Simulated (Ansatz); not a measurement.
# SnH3OF (SMILES [OH][SnH2][F]): MP2/def2-SVPD (core potential)

What is the energy change on altering one bond length of SnH3OF at MP2/def2-SVPD (core potential)? 

The calculation is run with Ansatz 0.2.0.

73 further runs of the same task are left out: 73 set aside as unsound or not needed.

**1. Starting point**

SnH3OF has 6 atoms, charge 0, and is taken as a singlet. As SMILES, `[OH][SnH2][F]`. Geometry: relaxed at PBE0-D4/def2-TZVP. This is one conformer, not always the lowest.

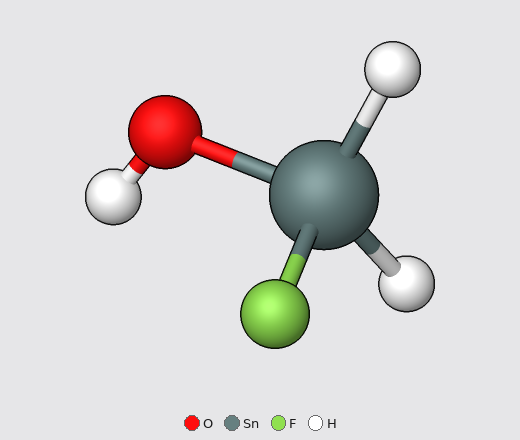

The structure, seen from a chosen angle (oxygen red, tin teal, fluorine green, hydrogen white).

**2. A single-point energy at MP2/def2-SVPD (core potential)**

The input, job.yaml:

```yaml
crystal:
  periodic: [false, false, false]
  atoms:
    - {symbol: O, position_ang: [-1.414400, -0.333000, -0.425000]}
    - {symbol: Sn, position_ang: [0.302300, 0.255900, 0.283700]}
    - {symbol: F, position_ang: [1.409100, -1.315100, 0.302100]}
    - {symbol: H, position_ang: [-1.368600, -0.685700, -1.316700]}
    - {symbol: H, position_ang: [1.096100, 1.317100, -0.782100]}
    - {symbol: H, position_ang: [0.017500, 0.696700, 1.891900]}
basis:
  gaussian: {orbitals: def2-SVPD}
correlation: {method: mp2, frozen_orbitals: {F: 1, H: 0, O: 1, Sn: 4}}
accuracy: high
```

The run is started by

```
$ ansatz run job.yaml --threads 1 --pin off --max-ram 3480MiB --events-out events.jsonl --progress --plain --runs-dir runs
```

What it wrote:

```text
Warning: RAYON_NUM_THREADS=1 ignored (pool sized by the plan → 1); use --threads N
Functional definition: HF
  name "HF"
  exchange = exact_x
  correlation = 0
2210 factors; integrals over basis functions are off by at most 2.9e-9 eV
mean field evaluation 1: about -10588.9988 eV, gradient 4.6e1 eV
mean field evaluation 2: about -10589.0833 eV, gradient 4.6e1 eV
mean field evaluation 4: about -10593.1201 eV, gradient 2.2e0 eV
mean field evaluation 8: about -10593.1516 eV, gradient 2.9e-1 eV
mean field evaluation 16: about -10593.1518 eV, gradient 1.9e-8 eV
mean field -10593.15181947 eV, -389.2911490691 hartree, gradient 1.8e-8 eV, S^2 0.000000; 0 other end points of the search recorded, 0 dependent functions left out
6 core orbitals not correlated: weight in the atoms' cores, before any rotation towards them, 1.000 or more for the frozen orbitals, at most 0.000 for the correlated occupied ones
reference -10593.15181947 eV, -389.2911490691 hartree; 15, 15 occupied and 81, 81 virtual orbitals, 2210 factors
second order -14.42805863 eV of doubles, -0.00000000 eV of singles
Total energy: -10607.57987810 eV, -389.8213704443 hartree
```

Run time: 4.8 s. Hardware: 1 thread of Arm Neoverse V1, shared host; peak memory 0.3 GiB.

**3. The distorted shape, same level**

The input, input.yaml:

```yaml
basis:
  gaussian:
    orbitals: def2-SVPD
crystal:
  periodic: [false, false, false]
  atoms:
    - {symbol: O, position_ang: [-1.186559, -0.685642, -1.711567]}
    - {symbol: Sn, position_ang: [0.530141, -0.096742, -1.002867]}
    - {symbol: F, position_ang: [1.636941, -1.667742, -0.984467]}
    - {symbol: H, position_ang: [-1.140759, -1.038342, -2.603267]}
    - {symbol: H, position_ang: [1.323941, 0.964458, -2.068667]}
    - {symbol: H, position_ang: [0.017500, 0.696700, 1.891900]}
correlation:
  method: mp2
  frozen_orbitals: {F: 1, H: 0, O: 1, Sn: 4}
accuracy: high
```

The run is started by

```
$ ansatz run input.yaml --threads 1 --pin off --max-ram 3480MiB --events-out events.jsonl --progress --plain --runs-dir runs
```

What it wrote, cut to the lines that bear on the results:

```text
Warning: RAYON_NUM_THREADS=1 ignored (pool sized by the plan → 1); use --threads N
[... 2 set-up lines as earlier in the session ...]
[...]
2208 factors; integrals over basis functions are off by at most 3.3e-9 eV
[...]
mean field -10589.26525323 eV, -389.1483203943 hartree, gradient 2.7e-8 eV, S^2 0.000000; 1 other end points of the search recorded, 0 dependent functions left out; unrestricted orbitals would lower it
[...]
unrestricted determinant -10590.66861765 eV, -389.1998930855 hartree, S^2 0.8777
6 core orbitals not correlated: weight in the atoms' cores, before any rotation towards them, 1.000 or more for the frozen orbitals, at most 0.000 for the correlated occupied ones
reference -10589.26525323 eV, -389.1483203943 hartree; 15, 15 occupied and 81, 81 virtual orbitals, 2208 factors
second order -14.85758106 eV of doubles, -0.00000000 eV of singles
Total energy: -10604.12283429 eV, -389.6943264274 hartree
```

Run time: 6.6 s. Hardware: 1 thread of Arm Neoverse V1, shared host; peak memory 0.34 GiB.

**4. Outcome**

At MP2/def2-SVPD (core potential), 6 core orbitals frozen:

| quantity | value |
| --- | --- |
| first shape: total energy | -389.82137 Eh |
| first shape: correlation energy (6 core orbitals frozen) | -530.2 mEh |
| distorted shape: total energy | -389.69433 Eh |
| distorted shape: correlation energy (6 core orbitals frozen) | -546.0 mEh |
| energy change with the Sn2–H6 bond stretched from 1.692 to 3.045 Å | 3.457 eV |

**Reading.** One bond (distorted shape) is far stretched, which a spin-restricted single reference describes badly; perturbation theory on it can break down and give far too much correlation. With the Sn2–H6 bond stretched from 1.692 to 3.045 Å the energy rises by 3.46 eV (80 kcal/mol). The first shape isn't relaxed at this level, so the change isn't measured from a minimum. A restricted reference can't describe the breaking bond well at this length. The restricted solution (distorted shape) is unstable to spin breaking: an unrestricted one lies lower.
